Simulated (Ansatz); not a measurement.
**SiH₂S₂ (SMILES S=[SiH]S): functionals against CCSD(T) at one geometry**

The atoms stand at a frame of a short trajectory. How far do the functionals agree with CCSD(T) there?

Computed with Ansatz 0.2.0, Gaussian basis. Level: single points in def2-TZVPP.

Cores are frozen in the correlated methods.

## Step 1: Where the work starts

SMILES `S=[SiH]S`, 5 atoms, charge 0, spin multiplicity 1.

Atoms are counted from 1 here; the program's logs count them from 0.

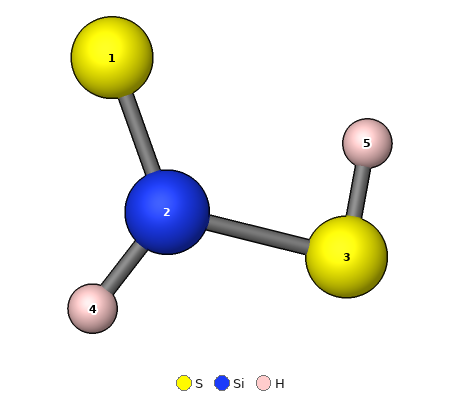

The starting geometry (sulfur yellow, silicon blue, hydrogen pink); atoms are numbered from 1 in the order of the file.

Geometry (Å):

```xyz
5
H2S2Si
S    -1.87612    0.67923    0.80607
Si   -0.57485   -0.36547   -0.19597
S     1.60092    0.06912   -0.15748
H    -0.95238   -1.20594   -1.31556
H     1.31889    1.06353    0.74671
```

## Step 2: PBE-D4/def2-TZVPP

File run/in.yaml:

```yaml
crystal:
  periodic: [false, false, false]
  atoms:
    - {symbol: S, position_ang: [-1.876122, 0.679228, 0.806066]}
    - {symbol: Si, position_ang: [-0.574848, -0.365470, -0.195972]}
    - {symbol: S, position_ang: [1.600917, 0.069117, -0.157482]}
    - {symbol: H, position_ang: [-0.952378, -1.205938, -1.315556]}
    - {symbol: H, position_ang: [1.318894, 1.063525, 0.746708]}
basis:
  gaussian: {orbitals: def2-TZVPP}
hamiltonian: {xc: pbe, dispersion: d4}
output: {forces: true}
```

On the command line:

```console
$ ansatz run in.yaml --threads 2 --pin off --events-out ev --progress --plain --max-ram 3481MiB
```

Log:

```text
Functional definition: PBE
  name "PBE"
  cite "Perdew, Burke & Ernzerhof, Phys. Rev. Lett. 77, 3865 (1996) doi:10.1103/PhysRevLett.77.3865"
  parent pbe
  parameter kappa = 0.804
  parameter beta = 0.06672455060314922
  exchange = pbe_x(kappa = kappa, mu = beta*pi^2/3)
  correlation = pbe_c(beta = beta)
974 factors; their error is unknown
mean field evaluation 1: about -29567.4728 eV, gradient 2.7e1 eV
mean field evaluation 2: about -29560.6281 eV, gradient 5.3e1 eV
mean field evaluation 4: about -29569.6569 eV, gradient 3.1e0 eV
mean field evaluation 8: about -29569.6808 eV, gradient 1.4e-1 eV
mean field evaluation 16: about -29569.6591 eV, gradient 1.2e-4 eV
mean field -29569.65911716 eV, -1086.6649295209 hartree, gradient 4.4e-5 eV, S^2 0.000000; 0 other end points of the search recorded, 0 dependent functions left out
the calculation of the forces begins
reference -29569.65914975 eV, -1086.6649307183 hartree; 24, 24 occupied and 130, 130 virtual orbitals, 974 factors
Total energy: -29569.80526905 eV, -1086.6703005039 hartree
Atom 0 at    -1.876122     0.679228     0.806066 Å, force    -0.226091     0.037605     0.338632 eV/Å
Atom 1 at    -0.574848    -0.365470    -0.195972 Å, force     1.258836     1.123687     0.208625 eV/Å
Atom 2 at     1.600917     0.069117    -0.157482 Å, force    -1.309028    -0.152260     0.190225 eV/Å
Atom 3 at    -0.952378    -1.205938    -1.315556 Å, force     0.128327    -0.699851    -0.502905 eV/Å
Atom 4 at     1.318894     1.063525     0.746708 Å, force     0.147955    -0.309181    -0.234577 eV/Å
Dipole moment:     0.306653    -0.196347    -0.176565 e Å
```

Wall time 5.5 s (2 threads of AMD EPYC, shared host); peak memory 0.18 GiB.

## Step 3: r2SCAN-D4/def2-TZVPP

run/in.yaml: that of step 2 with these lines changed.

```diff
@@ -10,3 +10,3 @@
   gaussian: {orbitals: def2-TZVPP}
-hamiltonian: {xc: pbe, dispersion: d4}
+hamiltonian: {xc: r2scan, dispersion: d4}
 output: {forces: true}
```

On the command line:

```console
$ ansatz run in.yaml --threads 2 --pin off --events-out ev --progress --plain --max-ram 3481MiB
```

Log, shortened:

```text
Functional definition: r2SCAN
  name "r2SCAN"
  cite "Furness, Kaplan, Ning, Perdew & Sun, J. Phys. Chem. Lett. 11, 8208 (2020) doi:10.1021/acs.jpclett.0c02405"
  cite "Furness, Kaplan, Ning, Perdew & Sun, J. Phys. Chem. Lett. 11, 9248 (2020) doi:10.1021/acs.jpclett.0c03077"
  parent r2scan
[...]
974 factors; their error is unknown
[...]
mean field -29580.79246828 eV, -1087.0740726281 hartree, gradient 1.4e-5 eV, S^2 0.000000; 0 other end points of the search recorded, 0 dependent functions left out
[...]
reference -29580.79247786 eV, -1087.0740729800 hartree; 24, 24 occupied and 130, 130 virtual orbitals, 974 factors
Total energy: -29580.82383271 eV, -1087.0752252495 hartree
Atom 0 at    -1.876122     0.679228     0.806066 Å, force     0.031640    -0.176367     0.156579 eV/Å
Atom 1 at    -0.574848    -0.365470    -0.195972 Å, force     1.152466     1.292124     0.223267 eV/Å
Atom 2 at     1.600917     0.069117    -0.157482 Å, force    -1.599197    -0.021743     0.360363 eV/Å
Atom 3 at    -0.952378    -1.205938    -1.315556 Å, force     0.195308    -0.606519    -0.343474 eV/Å
Atom 4 at     1.318894     1.063525     0.746708 Å, force     0.219783    -0.487495    -0.396735 eV/Å
Dipole moment:     0.322720    -0.213539    -0.189023 e Å
```

Wall time 9 s (2 threads of AMD EPYC, shared host); peak memory 0.2 GiB.

## Step 4: PBE0-D4/def2-TZVPP

run/in.yaml: that of step 3 with these lines changed.

```diff
@@ -10,3 +10,3 @@
   gaussian: {orbitals: def2-TZVPP}
-hamiltonian: {xc: r2scan, dispersion: d4}
-output: {forces: true}
+hamiltonian: {xc: pbe0, dispersion: d4}
+output: {forces: true, orbitals: {seedname: orbitals}}
```

On the command line:

```console
$ ansatz run in.yaml --threads 2 --pin off --events-out ev --progress --plain --max-ram 3481MiB
```

Log, shortened:

```text
Functional definition: PBE0
  name "PBE0"
  cite "Adamo & Barone, J. Chem. Phys. 110, 6158 (1999) doi:10.1063/1.478522"
[... 2 set-up lines as earlier in the session ...]
[...]
1039 factors; their error is unknown
[...]
mean field -29572.03580345 eV, -1086.7522711311 hartree, gradient 5.8e-5 eV, S^2 0.000000; 0 other end points of the search recorded, 0 dependent functions left out
[...]
reference -29572.03582807 eV, -1086.7522720357 hartree; 24, 24 occupied and 130, 130 virtual orbitals, 1039 factors
Total energy: -29572.15998638 eV, -1086.7568347694 hartree
Atom 0 at    -1.876122     0.679228     0.806066 Å, force     0.148686    -0.261973     0.083931 eV/Å
Atom 1 at    -0.574848    -0.365470    -0.195972 Å, force     1.177788     1.407669     0.282314 eV/Å
Atom 2 at     1.600917     0.069117    -0.157482 Å, force    -1.733196    -0.021143     0.395290 eV/Å
Atom 3 at    -0.952378    -1.205938    -1.315556 Å, force     0.182015    -0.618577    -0.344140 eV/Å
Atom 4 at     1.318894     1.063525     0.746708 Å, force     0.224708    -0.505977    -0.417395 eV/Å
Dipole moment:     0.318683    -0.227693    -0.196333 e Å
```

It took 8.5 s on 2 threads of AMD EPYC, shared host; peak memory 0.33 GiB.

## Step 5: wB97M-V/def2-TZVPP

run/in.yaml: that of step 4 with these lines changed.

```diff
@@ -10,3 +10,3 @@
   gaussian: {orbitals: def2-TZVPP}
-hamiltonian: {xc: pbe0, dispersion: d4}
-output: {forces: true, orbitals: {seedname: orbitals}}
+hamiltonian: {xc: {name: wB97M-V}}
+output: {forces: true}
```

On the command line:

```console
$ ansatz run in.yaml --threads 2 --pin off --events-out ev --progress --plain --max-ram 3481MiB
```

Log, shortened:

```text
Functional definition: wB97M-V
  name "wB97M-V"
  cite "Mardirossian & Head-Gordon, J. Chem. Phys. 144, 214110 (2016) doi:10.1063/1.4952647"
  cite "Becke, J. Chem. Phys. 107, 8554 (1997) doi:10.1063/1.475007"
  cite "Vydrov & Van Voorhis, J. Chem. Phys. 133, 244103 (2010) doi:10.1063/1.3521275"
  # Of w^i u^j: cxij and so on, Table III.
[...]
  gx(w, u) = 1 - cx + cx01*u + cx10*w
  gss(w, u) = css00 + css04*u^4 + css10*w + css20*w^2 + css43*w^4*u^3
  gos(w, u) = cos00 + cos10*w + (cos20 + cos21*u)*w^2 + (cos60 + cos61*u)*w^6
[...]
      + integral(e_c_pw_mod_opposite_spin*gos(b97_w_opposite, b97_u_opposite)) + vv10(b, c)
991 factors; their error is unknown
184 factors; integrals over basis functions are off by at most 1.0e-5 eV
[...]
mean field -29581.14214861 eV, -1087.0869231432 hartree, gradient 4.4e-5 eV, S^2 0.000000; 0 other end points of the search recorded, 0 dependent functions left out
[...]
reference -29581.14218868 eV, -1087.0869246158 hartree; 24, 24 occupied and 130, 130 virtual orbitals, 991 factors
Total energy: -29581.14218868 eV, -1087.0869246158 hartree
Atom 0 at    -1.876122     0.679228     0.806066 Å, force     0.261503    -0.350539     0.011222 eV/Å
Atom 1 at    -0.574848    -0.365470    -0.195972 Å, force     1.058675     1.410712     0.203084 eV/Å
Atom 2 at     1.600917     0.069117    -0.157482 Å, force    -1.794689     0.017008     0.447745 eV/Å
Atom 3 at    -0.952378    -1.205938    -1.315556 Å, force     0.237218    -0.519409    -0.196026 eV/Å
Atom 4 at     1.318894     1.063525     0.746708 Å, force     0.237293    -0.557772    -0.466025 eV/Å
Dipole moment:     0.321141    -0.246169    -0.205982 e Å
```

Wall time 21 s (2 threads of AMD EPYC, shared host); peak memory 0.41 GiB.

## Step 6: CCSD(T)/def2-TZVPP

run/in.yaml: that of step 5 with these lines changed.

```diff
@@ -10,3 +10,3 @@
   gaussian: {orbitals: def2-TZVPP}
-hamiltonian: {xc: {name: wB97M-V}}
+correlation: {method: ccsd_t}
 output: {forces: true}
```

On the command line:

```console
$ ansatz run in.yaml --threads 2 --pin off --events-out ev --progress --plain --max-ram 3481MiB
```

Log, shortened:

```text
Functional definition: HF
  name "HF"
  cite "Fock, Z. Phys. 61, 126 (1930) doi:10.1007/BF01340294"
[... 1 set-up line as earlier in the session ...]
[...]
878 factors; integrals over basis functions are off by at most 6.8e-4 eV
[...]
mean field -29530.64430826 eV, -1085.2311617388 hartree, gradient 1.7e-6 eV, S^2 0.000000; 0 other end points of the search recorded, 0 dependent functions left out
15 core orbitals not correlated: weight in the atoms' cores, before any rotation towards them, 1.000 or more for the frozen orbitals, at most 0.000 for the correlated occupied ones
reference -29530.64430826 eV, -1085.2311617388 hartree; 9, 9 occupied and 130, 130 virtual orbitals, 878 factors
second order -12.51433093 eV of doubles, -0.00000000 eV of singles
cycle   1  -13.15175724 eV  change   -6.4e-1 eV  update   9.6e-2
[...]
cycle  13  -13.59694509 eV  change   -5.2e-6 eV  update   2.7e-6
perturbative correction -0.72790894 eV, -0.0267501603 hartree
[...]
working
working
working
Total energy: -29544.96916229 eV, -1085.7575904149 hartree
Atom 0 at    -1.876122     0.679228     0.806066 Å, force    -0.082675    -0.098907     0.250201 eV/Å
Atom 1 at    -0.574848    -0.365470    -0.195972 Å, force     1.256451     1.193927     0.053519 eV/Å
Atom 2 at     1.600917     0.069117    -0.157482 Å, force    -1.637065     0.029738     0.424075 eV/Å
Atom 3 at    -0.952378    -1.205938    -1.315556 Å, force     0.224025    -0.569016    -0.268586 eV/Å
Atom 4 at     1.318894     1.063525     0.746708 Å, force     0.239263    -0.555741    -0.459209 eV/Å
Dipole moment:     0.299228    -0.221623    -0.188601 e Å
```

It took 4.5 min on 2 threads of AMD EPYC, shared host; peak memory 1.5 GiB.

## Step 7: The levels compared

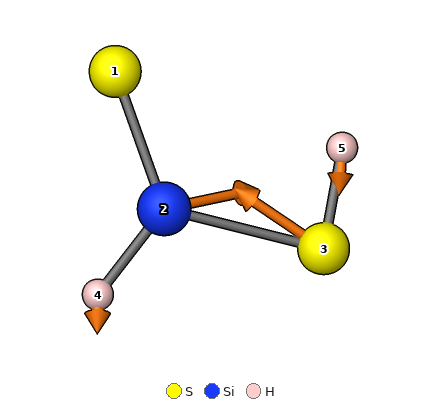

Forces at CCSD(T); the longest arrow is 1.73 eV/Å.

| method | RMS force component (eV/Å) | RMS error against CCSD(T) (eV/Å) | angle to CCSD(T) forces (°) | dipole (D) |
| --- | --- | --- | --- | --- |
| PBE-D4 | 0.620 | 0.177 | 14.7 | 1.94 |
| r2SCAN-D4 | 0.671 | 0.082 | 6.9 | 2.07 |
| PBE0-D4 | 0.717 | 0.126 | 9.9 | 2.10 |
| wB97M-V | 0.717 | 0.159 | 12.8 | 2.18 |
| CCSD(T) | 0.682 | reference | reference | 2.00 |

Energy less the free neutral atoms in their ground states at the same level (atoms from separate runs):

Differences are taken before rounding.

```
      method                    rung  energy less atoms (eV)  from CCSD(T) (eV)
      PBE-D4                     GGA                 -15.550             -0.943
   r2SCAN-D4                meta-GGA                 -15.420             -0.814
     PBE0-D4                  hybrid                 -15.178             -0.572
     wB97M-V  range-separated hybrid                 -15.368             -0.761
Hartree-Fock            wavefunction                 -10.251             +4.356
         MP2            wavefunction                 -14.898             -0.291
        CCSD            wavefunction                 -14.204             +0.402
     CCSD(T)            wavefunction                 -14.607                  0
```

Cost and force error (times from a shared host):

```
   method     time  RMS force error (eV/Å)
   PBE-D4    5.5 s                   0.177
r2SCAN-D4      9 s                   0.082
  PBE0-D4    8.5 s                   0.126
  wB97M-V     21 s                   0.159
  CCSD(T)  4.5 min                       0
```

## Step 8: What came out

| quantity | value |
| --- | --- |
| energy less free atoms, CCSD(T)/def2-TZVPP | -14.607 eV |
| RMS force component | 0.620 to 0.717 eV/Å over the methods |
| RMS force error | PBE-D4 0.177, r2SCAN-D4 0.082, PBE0-D4 0.126, wB97M-V 0.159 eV/Å |
| HOMO and LUMO, PBE0-D4 | -7.29 and -2.53 eV |
| T1 diagnostic | 0.017 |

Against CCSD(T) the functionals' energies less atoms differ by -0.943 to -0.572 eV, PBE-D4 by -0.943 eV. CCSD(T) in triple zeta still lacks some correlation energy of the bonds, so part of these gaps is its own basis error and they don't rank the functionals. The forces of r2SCAN-D4 come nearest to CCSD(T), those of PBE-D4 are farthest. Frozen-core CCSD(T) forces in triple zeta carry basis errors of their own, and this is one geometry, so small gaps rank nothing.
